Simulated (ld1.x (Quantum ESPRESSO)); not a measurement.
**An RRKJ potential for F, from input to tests**

Aim: build the potential from the settings below, then test how well it stands in for the atom: other configurations, scattering, ghost states and the plane-wave cutoff that it needs.

Program: ld1.x (Quantum ESPRESSO) 7.5. Reference atom: PBEsol, scalar-relativistic, spherical and spin-unpolarised. All values are calculated.

## (1) The atom and the settings

The settings as typed:

| Item | Value |
| --- | --- |
| element | fluorine (F, Z = 9) |
| type | norm-conserving RRKJ (Kleinman–Bylander form) |
| frozen core | [He] |
| valence charge | 7 |
| reference configuration | 2s2 2p5 |
| partial waves | 2s (bound): rc 0.70 bohr; 2p (bound): rc 1.45 bohr; 3d channel at 0.05 Ry: rc 1.25 bohr |
| local potential | all-electron potential smoothed inside 0.75 bohr (lloc = -1) |
| core correction | a·sin(br)/r model core inside 0.55 bohr |

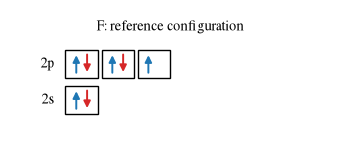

The outer shells as boxes. The arrows follow Hund's rule for the drawing; the calculation itself is spin-unpolarised.

The nodes and maxima of the atom's own shells, from an earlier all-electron run, set the scale for the radii.

All-electron outer shells of the reference configuration (PBEsol, scalar-relativistic, ld1.x):

```tsv
shell	level (eV)	outermost node (bohr)	outermost maximum (bohr)
1s	-661.16	–	0.11
2s	-29.72	0.24	0.76
2p	-11.05	–	0.71
```

## (2) The generation run

F.in

```
 &input
   title='F', zed=9., rel=1, dft='PBESOL', iswitch=3,
   config='[He] 2s2 2p5 3d-2',
   nld=3, rlderiv=1.60, eminld=-4.0, emaxld=5.0, deld=0.02
 /
 &inputp
   pseudotype=2, tm=.false., rho0=0.001, lloc=-1, rcloc=0.75,
   nlcc=.true., rcore=0.55,
   file_pseudopw='F.UPF', file_wfcaegen='ae.wfc', file_wfcncgen='nc.wfc', file_beta='beta', file_chi='chi'
 /
3
2S  1  0   2.00   0.00  0.70  0.70  0.0
2P  2  1   5.00   0.00  1.45  1.45  0.0
3D  3  2  -2.00   0.05  1.25  1.25  0.0
 &test
   configts(1)='2s2 2p5'
 /
```

Run with:

```
$ ld1.x < F.in > F.out
```

What the program wrote to F.out (without the banner and most projector matrices):

```text
     Program LD1 v.7.5
     --------------------------- All-electron run ----------------------------

     F
     scalar relativistic calculation

     atomic number is  9.00
     dft =PBESOL   lsd =0 sic =0 latt =0  beta=0.20 tr2=1.0E-14
     Exchange-correlation= PBESOL
                           (   1   4  10   8   0   0   0)
     mesh =1105 r(mesh) =  99.76081 a.u. xmin = -7.00 dx = 0.01250
     1 Ry =  13.60569312 eV, c = 137.03599908

     n l     nl                  e(Ry)          e(Ha)          e(eV)
     1 0     1S 1( 2.00)       -48.5945       -24.2973      -661.1624
     2 0     2S 1( 2.00)        -2.1844        -1.0922       -29.7204
     2 1     2P 1( 5.00)        -0.8123        -0.4061       -11.0517

     final scf error:  6.2E-15 reached in  22 iterations

     Etot =    -198.896219 Ry,     -99.448109 Ha,   -2706.120914 eV

     Ekin =     198.653027 Ry,      99.326514 Ha,    2702.812130 eV
     Encl =    -476.966171 Ry,    -238.483086 Ha,   -6489.455358 eV
     Eh   =      99.223089 Ry,      49.611545 Ha,    1349.998903 eV
     Exc  =     -19.806164 Ry,      -9.903082 Ha,    -269.476588 eV

     normalization and overlap integrals

     s(1S/1S) =  1.000000  <r> =   0.1767  <r2> =    0.0421  r(max) =   0.1139
     s(2S/2S) =  1.000000  <r> =   1.0060  <r2> =    1.2343  r(max) =   0.7617
     s(2P/2P) =  1.000000  <r> =   1.1047  <r2> =    1.6352  r(max) =   0.7066

     ------------------------ End of All-electron run ------------------------

     --------------------- Generating NC pseudopotential ---------------------

      Generating local potential from pseudized AE potential:
      Matching radius rcloc =   0.7500

      Local pseudo, rcloc= 0.743 Estimated cut-off energy=    43.97 Ry

      Computing core charge for nlcc:

       r > 0.55 : true rho core
       r < 0.55 : rho core = a sin(br)/r    a=   0.77  b=   5.06

      Integrated core pseudo-charge :   0.10

      Wfc   2S  rcut= 0.707  Estimated cut-off energy=       87.34 Ry
      Using 4 Bessel functions for this wfc, rho(0) = 0.001
      This function has    0 nodes for 0 < r <    0.707

      Wfc   2P  rcut= 1.459  Estimated cut-off energy=       83.63 Ry
      This function has    0 nodes for 0 < r <    1.459

      Wfc   3D  rcut= 1.256  Estimated cut-off energy=      139.86 Ry
      This function has    0 nodes for 0 < r <    1.256

     ------------------- End of pseudopotential generation -------------------

     [... the all-electron block is printed once more ...]


     Computing logarithmic derivative in   1.60247
     Computing logarithmic derivative in   1.60247
     Computing the partial wave expansion
     R is outside the sphere for l=    0 j= 0.00
     R is outside the sphere for l=    1 j= 0.00
     R is outside the sphere for l=    2 j= 0.00

     ---------------------- Testing the pseudopotential ----------------------

     F
     scalar relativistic calculation

     atomic number is  9.00   valence charge is  7.00
     dft =PBESOL   lsd =0 sic =0 latt =0  beta=0.20 tr2=1.0E-14
     mesh =1105 r(mesh) =  99.76081 xmin = -7.00 dx = 0.01250

     n l     nl             e AE (Ry)        e PS (Ry)    De AE-PS (Ry)
     1 0     2S   1( 2.00)       -2.18441       -2.18447        0.00006
     2 1     2P   1( 5.00)       -0.81228       -0.81228        0.00000

     eps = 1.4E-15  iter =  4

     Etot =    -198.896219 Ry,     -99.448109 Ha,   -2706.120914 eV
     Etotps =   -47.338506 Ry,     -23.669253 Ha,    -644.073181 eV

     Ekin =      31.859016 Ry,      15.929508 Ha,     433.463999 eV
     Encl =    -110.070578 Ry,     -55.035289 Ha,   -1497.586502 eV
     Ehrt =      41.403168 Ry,      20.701584 Ha,     563.318803 eV
     Ecxc =      -8.923371 Ry,      -4.461685 Ha,    -121.408646 eV
     (Ecc =      -0.094805 Ry,      -0.047403 Ha,      -1.289892 eV)
     Epseu=      -1.606742 Ry,      -0.803371 Ha,     -21.860835 eV

     ---------------------- End of pseudopotential test ----------------------
```

Run time: 2.5 s. Hardware: 1 thread of Intel Xeon Platinum 8488C, shared host. (Generation and the later configuration tests together.)

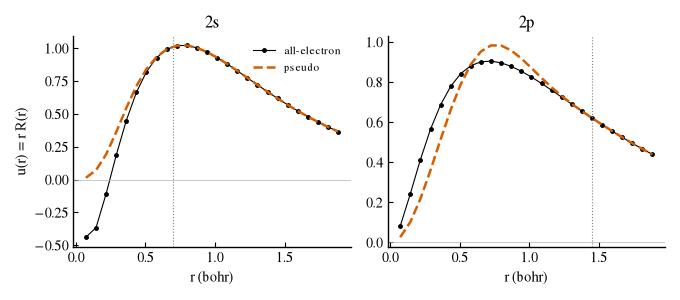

Bound waves of the atom and their pseudo partners (2s, 2p), with the matching radii dotted. The curves join 26 sampled radii.

## (3) Configuration tests

F.test.in

```
 &input
   title='F', zed=9., rel=1, dft='PBESOL', iswitch=2,
   config='[He] 2s2 2p5 3d-2'
 /
 &test
   file_pseudo='F.UPF', nconf=8,
   configts(1)='2s2 2p5',
   configts(2)='2s2 2p4',
   configts(3)='2s2 2p3',
   configts(4)='2s2 2p2',
   configts(5)='2s2 2p1',
   configts(6)='2s2 2p5.3',
   configts(7)='2s2 2p4.5',
   configts(8)='2s1 2p5'
 /
```

Run with:

```
$ ld1.x < F.test.in > F.test.out
```

F.test.out, the pseudopotential blocks:

```text
     ---------------------- Testing the pseudopotential ----------------------

     F
     scalar relativistic calculation

     atomic number is  9.00   valence charge is  7.00
     dft =PBESOL   lsd =0 sic =0 latt =0  beta=0.20 tr2=1.0E-14
     mesh =1105 r(mesh) =  99.76081 xmin = -7.00 dx = 0.01250

     n l     nl             e AE (Ry)        e PS (Ry)    De AE-PS (Ry)
     1 0     2S   1( 2.00)       -2.18441       -2.18447        0.00006
     2 1     2P   1( 5.00)       -0.81228       -0.81228        0.00000

     eps = 5.1E-15  iter = 17

     Etot =    -198.896219 Ry,     -99.448109 Ha,   -2706.120914 eV
     Etotps =   -47.338506 Ry,     -23.669253 Ha,    -644.073181 eV

     Ekin =      31.859016 Ry,      15.929508 Ha,     433.463999 eV
     Encl =    -110.070578 Ry,     -55.035289 Ha,   -1497.586503 eV
     Ehrt =      41.403168 Ry,      20.701584 Ha,     563.318804 eV
     Ecxc =      -8.923371 Ry,      -4.461685 Ha,    -121.408646 eV
     (Ecc =      -0.094805 Ry,      -0.047403 Ha,      -1.289892 eV)
     Epseu=      -1.606742 Ry,      -0.803371 Ha,     -21.860835 eV

     ---------------------- End of pseudopotential test ----------------------

     ---------------------- Testing the pseudopotential ----------------------

     F
     [...]
     n l     nl             e AE (Ry)        e PS (Ry)    De AE-PS (Ry)
     1 0     2S   1( 2.00)       -3.46782       -3.47127        0.00344
     2 1     2P   1( 4.00)       -2.07413       -2.06749       -0.00664  !

     eps = 5.6E-15  iter = 17

     Etot =    -197.476466 Ry,     -98.738233 Ha,   -2686.804198 eV
     Etotps =   -45.920829 Ry,     -22.960414 Ha,    -624.784707 eV
     dEtot_ae =       1.419752 Ry
     dEtot_ps =       1.417677 Ry,   Delta E=       0.002076 Ry

     [...]
     ---------------------- End of pseudopotential test ----------------------

     ---------------------- Testing the pseudopotential ----------------------

     F
     [...]
     n l     nl             e AE (Ry)        e PS (Ry)    De AE-PS (Ry)
     1 0     2S   1( 2.00)       -4.97983       -4.97751       -0.00232
     2 1     2P   1( 3.00)       -3.59242       -3.55691       -0.03551  !

     eps = 9.3E-16  iter = 21

     Etot =    -194.663071 Ry,     -97.331535 Ha,   -2648.526004 eV
     Etotps =   -43.125795 Ry,     -21.562897 Ha,    -586.756327 eV
     dEtot_ae =       4.233148 Ry
     dEtot_ps =       4.212711 Ry,   Delta E=       0.020437 Ry

     [...]
     ---------------------- End of pseudopotential test ----------------------

     ---------------------- Testing the pseudopotential ----------------------

     F
     [...]
     n l     nl             e AE (Ry)        e PS (Ry)    De AE-PS (Ry)
     1 0     2S   1( 2.00)       -6.68351       -6.65449       -0.02902  !
     2 1     2P   1( 2.00)       -5.33500       -5.23052       -0.10448  !

     eps = 6.8E-15  iter = 23

     Etot =    -190.217225 Ry,     -95.108612 Ha,   -2588.037188 eV
     Etotps =   -38.745681 Ry,     -19.372840 Ha,    -527.161845 eV
     dEtot_ae =       8.678994 Ry
     dEtot_ps =       8.592825 Ry,   Delta E=       0.086169 Ry

     [...]
     ---------------------- End of pseudopotential test ----------------------

     ---------------------- Testing the pseudopotential ----------------------

     F
     [...]
     n l     nl             e AE (Ry)        e PS (Ry)    De AE-PS (Ry)
     1 0     2S   1( 2.00)       -8.55411       -8.46534       -0.08877  !
     2 1     2P   1( 1.00)       -7.27887       -7.04800       -0.23087  !

     eps = 3.4E-16  iter = 10

     Etot =    -183.926283 Ry,     -91.963141 Ha,   -2502.444558 eV
     Etotps =   -32.616757 Ry,     -16.308379 Ha,    -443.773591 eV
     dEtot_ae =      14.969936 Ry
     dEtot_ps =      14.721748 Ry,   Delta E=       0.248188 Ry

     [...]
     ---------------------- End of pseudopotential test ----------------------

     ---------------------- Testing the pseudopotential ----------------------

     F
     [...]
     n l     nl             e AE (Ry)        e PS (Ry)    De AE-PS (Ry)
     1 0     2S   1( 2.00)       -1.85443       -1.85323       -0.00120
     2 1     2P   1( 5.30)       -0.49277       -0.49282        0.00005

     eps = 3.9E-15  iter = 18

     Etot =    -199.091187 Ry,     -99.545594 Ha,   -2708.773594 eV
     Etotps =   -47.533510 Ry,     -23.766755 Ha,    -646.726352 eV
     dEtot_ae =      -0.194968 Ry
     dEtot_ps =      -0.195005 Ry,   Delta E=       0.000036 Ry

     [...]
     ---------------------- End of pseudopotential test ----------------------

     ---------------------- Testing the pseudopotential ----------------------

     F
     [...]
     n l     nl             e AE (Ry)        e PS (Ry)    De AE-PS (Ry)
     1 0     2S   1( 2.00)       -2.79410       -2.79632        0.00222
     2 1     2P   1( 4.50)       -1.40819       -1.40660       -0.00159

     eps = 9.3E-15  iter = 15

     Etot =    -198.344238 Ry,     -99.172119 Ha,   -2698.610838 eV
     Etotps =   -46.786780 Ry,     -23.393390 Ha,    -636.566574 eV
     dEtot_ae =       0.551980 Ry
     dEtot_ps =       0.551725 Ry,   Delta E=       0.000255 Ry

     [...]
     ---------------------- End of pseudopotential test ----------------------

     ---------------------- Testing the pseudopotential ----------------------

     F
     [...]
     n l     nl             e AE (Ry)        e PS (Ry)    De AE-PS (Ry)
     1 0     2S   1( 1.00)       -3.48092       -3.49533        0.01441  !
     2 1     2P   1( 5.00)       -2.08348       -2.09129        0.00781  !

     eps = 4.9E-15  iter = 12

     Etot =    -196.080875 Ry,     -98.040438 Ha,   -2667.816219 eV
     Etotps =   -44.516919 Ry,     -22.258460 Ha,    -605.683545 eV
     dEtot_ae =       2.815343 Ry
     dEtot_ps =       2.821586 Ry,   Delta E=      -0.006243 Ry

     [...]
     ---------------------- End of pseudopotential test ----------------------
```

The tests as a table, with energies relative to 2s2 2p5.

| valence configuration | charge | ΔE all-electron (eV) | error AE − PS (meV) |
| --- | --- | --- | --- |
| 2s2 2p4 | +1 | 19.317 | +28 |
| 2s2 2p3 | +2 | 57.595 | +278 |
| 2s2 2p2 | +3 | 118.084 | +1172 |
| 2s2 2p1 | +4 | 203.676 | +3377 |
| 2s2 2p5.3 | -0.3 | -2.653 | +0.5 |
| 2s2 2p4.5 | +0.5 | 7.510 | +3.5 |
| 2s1 2p5 | +1 | 38.305 | -85 |

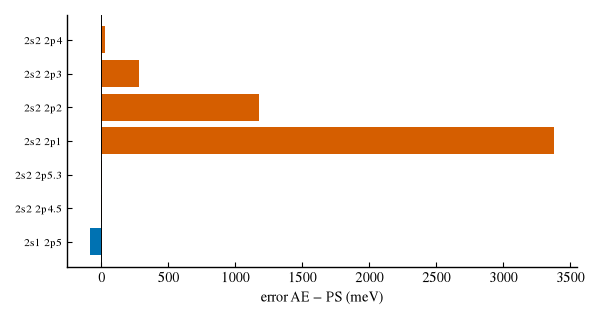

Error of the potential in each test configuration.

## (4) Does it scatter like the atom?

Taken from the files of the generation run. The phase is arctan(r·u′/u) with u = r·R, unwrapped, with energies in Ry. A pole is an energy at which the radial function vanishes at the test radius. The pseudo phase is shifted by a multiple of π to meet the all-electron one at the reference energy. Levels narrower than the energy grid can be missing from the poles. The last column is the largest difference on the grid between −1 and +1 Ry.

```tsv
channel	radius (bohr)	reference (Ry)	poles AE	poles PS	window around the reference with phases within 0.05 rad (Ry)	largest difference near zero (rad)
s	1.60	-2.18	-1.18	-1.18	the whole range	0.001
p	1.60	-0.81	0.20	0.21	below 3.2	0.007
d	1.60	0.05	none	none	the whole range	0.000
```

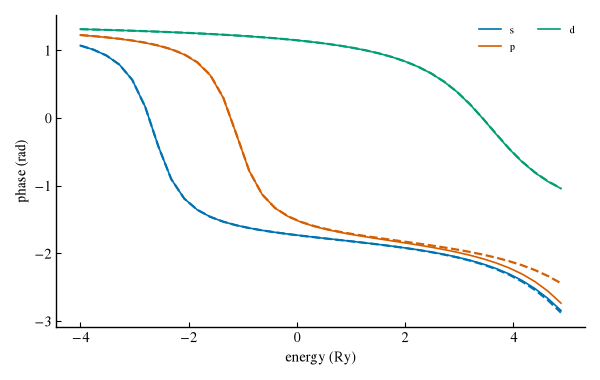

All-electron (solid) and pseudo (dashed) phases against energy.

## (5) Cutoff and ghost test in a Bessel basis

This step uses the generator's waves and projectors in a separate script. Basis: spherical Bessel functions vanishing at 20 bohr, q² up to the cutoff; potential fixed at the reference.

All-electron valence levels (Ry): 2s -2.1844, 2p -0.8123. The lowest levels of each channel (Ry) by cutoff; the last column sums, over occupied levels, occupation times the distance from the level at 400 Ry. A positive value at high cutoff is not a bound level.

```tsv
cutoff (Ry)	s #1	p #1	d #1	f #1	Σ f·Δε (mRy)
8	-1.6105	-0.0104	0.0807	0.1213	5157.3
15	-1.6332	-0.1853	0.0807	0.1213	4237.3
25	-1.6820	-0.5039	0.0807	0.1213	2546.6
40	-1.8339	-0.7585	0.0807	0.1213	970.2
55	-1.9526	-0.8089	0.0807	0.1213	480.6
80	-2.0639	-0.8122	0.0807	0.1213	241.7
110	-2.1335	-0.8123	0.0807	0.1213	102.0
160	-2.1729	-0.8123	0.0807	0.1213	23.1
200	-2.1816	-0.8123	0.0807	0.1213	5.7
230	-2.1835	-0.8123	0.0807	0.1213	1.9
260	-2.1842	-0.8123	0.0807	0.1213	0.5
350	-2.1845	-0.8123	0.0807	0.1213	0.0
400	-2.1845	-0.8123	0.0807	0.1213	0.0
```

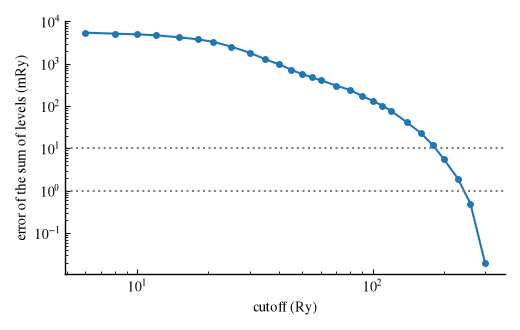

Occupation-weighted error of the valence levels against the cutoff; the dotted lines mark 10 and 1 mRy.

The sum stays within 10 mRy from 200 Ry and within 1 mRy from 260 Ry. The sum leaves out empty levels, which can need more. Ghost test: no level below the all-electron spectrum of its channel (s, p, d, f tested).

## (6) Results

```
                                                quantity                   value
               cutoffs for 10 and 1 mRy, occupied levels       200 Ry and 260 Ry
                                            bound ghosts              none found
                            largest test error (AE − PS)  +3377 meV, for 2s2 2p1
largest phase difference near zero energy, channels read               0.007 rad
```

What this shows: The worst unpolarised test, 2s2 2p1, is off by 3377 meV on 203.7 eV; by total energies transferability rates as poor. That test lies far up in energy; among those under 40 eV, nearer to bonding, the largest error is 85 meV. The potential is very hard: the looser tolerance needs 200 Ry. The slowest occupied level is 2s: taken alone it needs 230 Ry to come within 1 mRy, against 70 Ry for 2p. The Bessel-basis test finds no level below the valence levels. Near zero energy the phases of the channels with partial waves agree within 0.007 rad. These are tests on the free atom; a crystal test is still owed.
